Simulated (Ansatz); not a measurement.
# TlMo, from a guessed structure to a relaxed one, part 2 of 2

This structure for TlMo is made up. Its elements were placed in a known structure type with a cell scaled to their sizes. What cell does the guess relax to, and how far off was it?

Ansatz 0.2.0; DFT, PBEsol, plane-wave PAW, files of the set soft_1, scalar-relativistic, no spin, cell and ions relaxed at zero pressure; PAW set soft_1 (the session's first sound run).

So far: The starting structure; Relaxation of the guess.

**2. Relaxation of the guess (continued)**

Shortest distances by pair of elements, guess and relaxed (not always the same contact):

| pair | guess (Å) | relaxed (Å) |
| --- | --- | --- |
| Mo–Tl | 3.284 | 2.917 |
| Tl–Tl | 3.274 | 3.036 |
| Mo–Mo | 3.274 | 3.036 |

The relaxation ends with a pressure of -0.02 GPa.

**3. Bands of the relaxed cell**

A second self-consistent run takes a narrower smearing and the mesh shown in its input; the bands follow along the standard path of the relaxed lattice.

This step: DFT, PBEsol, plane-wave PAW, files of the set soft_1, scalar-relativistic, no spin, bands and density of states at the relaxed cell; PAW set soft_1 (Ansatz 0.2.0).

File input.yaml:

```yaml
crystal:
  lattice:
    - [3.035823091, 0.0, 0.0]
    - [-1.5179115455, 2.6290999182, 0.0]
    - [0.0, 0.0, 4.6621991345]
  atoms:
    - { symbol: Tl, position: [0.0, 0.0, 0.0] }
    - { symbol: Mo, position: [0.3333333333, 0.6666666667, 0.5] }
kpoints:
  mp_grid: { grid: [12, 12, 8] }
  band_path:
    path:
      - [[0.0, 0.0, 0.0], [0.5, 0.0, 0.0], [0.33333333, 0.33333333, 0.0], [0.0, 0.0, 0.0], [0.0, 0.0, 0.5], [0.5, 0.0, 0.5], [0.33333333, 0.33333333, 0.5], [0.0, 0.0, 0.5]]
      - [[0.5, 0.0, 0.5], [0.5, 0.0, 0.0]]
      - [[0.33333333, 0.33333333, 0.0], [0.33333333, 0.33333333, 0.5]]
    npoints: 8
scf:
  occupations: { method: fermi_dirac, width: 0.03 }
  n_extra_bands: 6
hamiltonian:
  xc: pbesol
  pseudopotentials: { kind: paw, azcp: { folder: soft_1 }, xc_functional: pbe }
output:
  forces: true
  stress: true
  write_bands: true
  dos: { projected: true }
  write_density: true
  write_potential: true
  elf: true
  volumetric_format: npy
```

Started as:

```bash
$ ansatz run input.yaml --threads 4 --pin off --max-ram 8192MiB --backend cpu --events-out ev --progress --plain --runs-dir out
```

Numbers of over 12 decimals in the logs are rounded to 6 here.

What it wrote:

```text
[...]
Crystal: 2 atoms, lattice volume = 37.211 Å³
Basis set: ecut = 420 eV, 711 PW (Γ), exchange–correlation on 48×48×64 points (8 copies of the dense FFT grid, shifted against one another)
Bands: 20, of which v1, the nominal top of the filled ones, is band 14 counted from 1 (13 counted from 0)
Symmetry: 12 space group operations
[...]
k-points: 95 of 1152 (time reversal used)
[...]
SCF iter   1: F=—  HF=-16195.558357 eV  |F-HF|=—  |Δ(HF+E_count)|=         —  Δρ=1.07e-1  dr2=7.52e0  ethr=3.10e-3  ⟨swp⟩=5.8  Hψ=8548  notcnv=0
[...]
SCF iter   8: F=-16193.644612 eV  HF=-16193.644612 eV  |F-HF|=4.71e-9  |Δ(HF+E_count)|=   2.24e-8  Δρ=4.40e-6  dr2=5.75e-9  ethr=2.97e-10  ⟨swp⟩=5.0  Hψ=10033  notcnv=0
SCF 1 converged in 8 iterations: F = -16193.644612 eV  dr2 = 5.75e-9
[...]
NSCF: frozen V_eff on 75 k-points
SCF converged after 8 iterations
Free energy (F): -16193.644612 eV
[...]
Internal energy: -16193.638630 eV  (E = F + TS)
E sigma→0 (E₀):  -16193.641621 eV
Entropy (-TS):   -0.005982 eV (-2.991 meV/atom)
Fermi energy:    17.387256 eV
[...]
--- Stress (GPa, compression-positive) ---
       -0.308798      -0.000000       0.000000
       -0.000000      -0.308798       0.000000
        0.000000       0.000000       0.728973
  P = ⅓ Tr σ = 0.0371 GPa (0.371 kbar)
--- Band table (eV; the first three rows and the last of 95) ---
  k-point 0: bands = [... 10 lower, 14.1405, 15.6235, 16.8374, 16.8374, 18.5217, 18.5217, 21.6785, 29.0036, ... 2 higher]
  k-point 1: bands = [... 10 lower, 13.7469, 15.5061, 16.8586, 16.8586, 18.5178, 18.5178, 22.3785, 28.8234, ... 2 higher]
  k-point 2: bands = [... 10 lower, 12.8011, 15.3664, 16.9143, 16.9143, 18.5024, 18.5024, 24.0348, 28.5610, ... 2 higher]
  k-point 94: bands = [... 10 lower, 14.4383, 15.4065, 16.3693, 17.3768, 17.7284, 20.0913, 20.9432, 22.6990, ... 2 higher]
```

Elapsed: 1.8 s, on 4 threads of Intel Xeon Platinum 8559C (Emerald Rapids), shared host; peak memory 0.46 GiB; 6.2 s of CPU time.

This step gave:

```
free energy             : -16193.6446 eV
energy at zero smearing : -16193.6416 eV
smearing term TS        : 0.005982 eV
Fermi energy            : 17.39 eV
pressure                : 0.03713 GPa
```

From bands.tsv, the bands that come nearest the Fermi level along the path, at its corners, in eV from the Fermi level:

```tsv
point	band 11	band 12	band 13	band 14	band 15	band 16	band 17	band 18
Γ	-3.25	-1.76	-0.55	-0.55	1.13	1.13	4.29	11.62
M	-4.15	-3.00	-2.36	0.74	2.86	3.34	5.32	5.87
K	-2.38	-2.30	-1.96	-0.78	0.74	1.45	3.54	9.09
Γ	-3.25	-1.76	-0.55	-0.55	1.13	1.13	4.29	11.62
A	-5.94	-2.12	-0.38	-0.38	1.08	1.08	9.52	11.89
L	-3.34	-3.21	-0.47	-0.10	1.03	2.09	2.87	6.95
H	-2.95	-1.98	-1.02	-0.01	0.34	2.70	3.56	5.31
A	-5.94	-2.12	-0.38	-0.38	1.08	1.08	9.52	11.89
L	-3.34	-3.21	-0.47	-0.10	1.03	2.09	2.87	6.95
M	-4.15	-3.00	-2.36	0.74	2.86	3.34	5.32	5.87
K	-2.38	-2.30	-1.96	-0.78	0.74	1.45	3.54	9.09
H	-2.95	-1.98	-1.02	-0.01	0.34	2.70	3.56	5.31
```

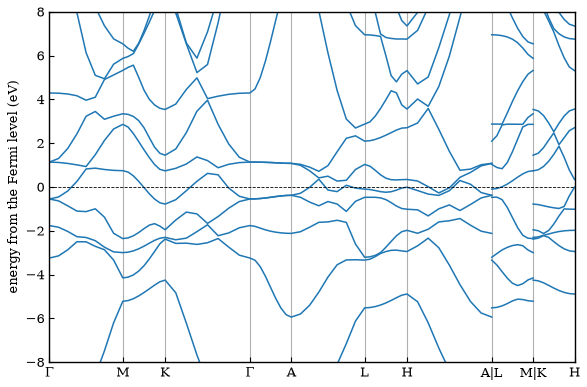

Bands along the path. 9 bands lie wholly below the window drawn.

States per cell as run, both spins, in windows of 1 eV, from dos.tsv (zero at the Fermi level):

```csv
from,to,total
-8,-7,0.31
-7,-6,0.34
-6,-5,0.52
-5,-4,0.26
-4,-3,1.05
-3,-2,1.90
-2,-1,2.17
-1,0,1.64
0,1,2.02
1,2,1.51
2,3,1.32
3,4,0.81
4,5,0.89
5,6,0.71
```

A further 18.8 states lie below the table's range.

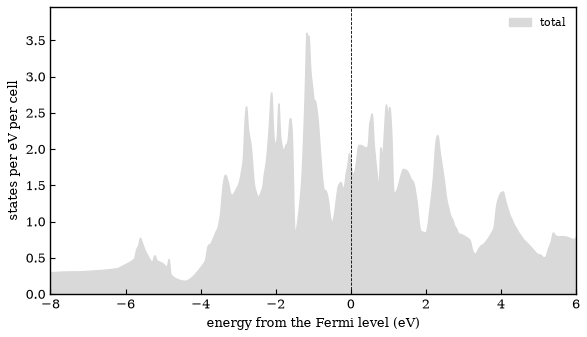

Total density of states, smoothed over about 0.04 eV.

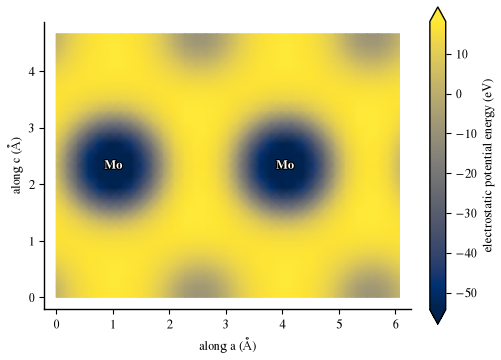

Electrostatic potential energy in the ac plane at fractional y = 0.667, with atoms of Mo within 0.2 Å of it. With pseudopotentials it is smooth inside the atoms' cores, unlike the true potential.

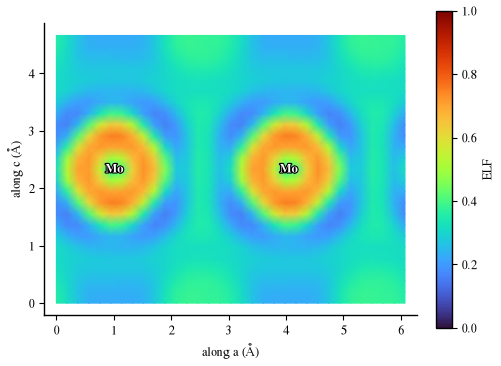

ELF in the ac plane at fractional y = 0.667, with atoms of Mo within 0.2 Å of it. It is the smooth field of the valence electrons, not physical close to the nuclei.

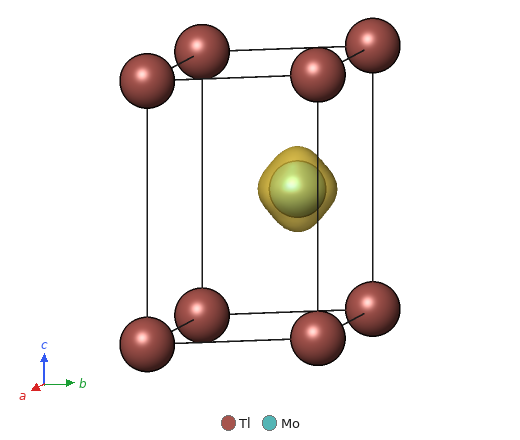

Surface of ELF = 0.67.

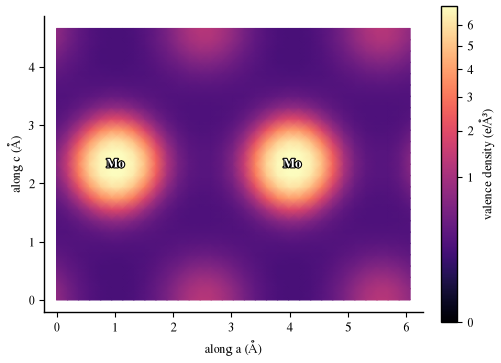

Valence density in the ac plane at fractional y = 0.667, with atoms of Mo within 0.2 Å of it. It is the smooth field of the valence electrons, not physical close to the nuclei. The colour scale is stretched toward low values.

**4. Results**

- space group, relaxed: P-6m2
- conventional cell: a = 3.036, b = 3.036, c = 4.662 Å; α = 90.0°, β = 90.0°, γ = 120.0°
- volume per atom: 18.61 Å³ (guess 24.92)

In words: TlMo relaxes to P-6m2 with a = 3.036, b = 3.036 and c = 4.662 Å. The guessed volume was 34 % too large. The space group P-6m2 was held in the relaxation, so the end point is a stationary structure within it and may be a saddle against distortions or other arrangements. Bands cross the Fermi level, so it is a metal or semimetal at this level. The electron count is odd, which forces that without spin polarisation or a larger cell. On the 12×12×8 mesh with the narrower smearing (relaxed on 9×9×5) the forces vanish, as symmetry may demand, and the largest stress component is 0.729 GPa, against the relaxation's thresholds of 0.015 eV/Å and 0.05 GPa. The cutoff wasn't tested. A vector of the cell changed its length by 13 %, more than the volume shows. Spin-orbit coupling is left out, which can matter for elements this heavy. No dispersion term is used, so weakly bound directions may come out too long. The runs have no spin, and magnetism wasn't tested. Nothing here tests whether the compound is stable against decomposition.

[Logs are printed without paths, hosts, clocks, repeated set-up lines and the standing remarks that a program may print on its own settings, such as how far it seeks lower states.]

[Hosts, paths, dates, database ids (printed as entryN), source tags and the programs' standing remarks are cut or masked in the printed files.]
